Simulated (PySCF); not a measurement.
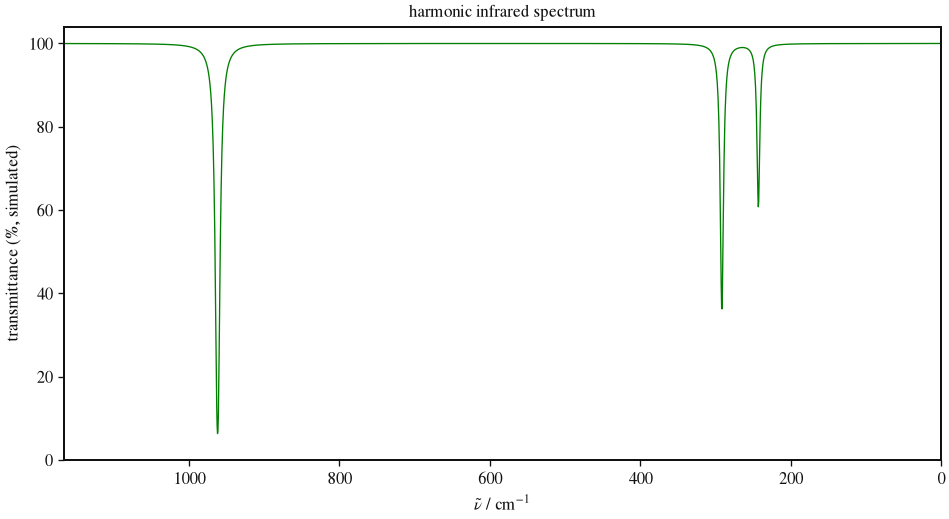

Unscaled harmonic wavenumbers and double-harmonic intensities, PBE0/def2-TZVP in PySCF, isolated molecule. Structures are the lowest points that the searches found. Degenerate modes count as one line, with their intensities summed. Lorentzian lines of 4 cm⁻¹ full width. Close modes add up in the curve.

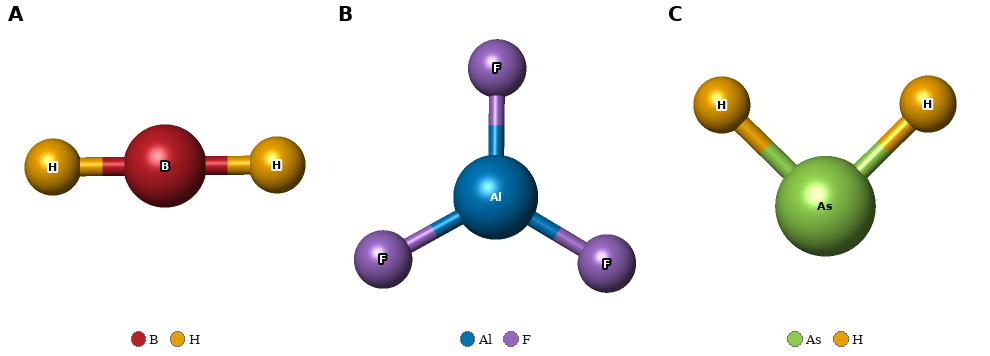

> Which molecule gives this infrared spectrum? The candidates are drawn in the second picture. Charge and spin: A +1 singlet; B neutral singlet; C neutral doublet.

Structure B, AlF₃, singlet. It has its most intense lines at 962.0, 291.4 and 242.8 cm⁻¹.
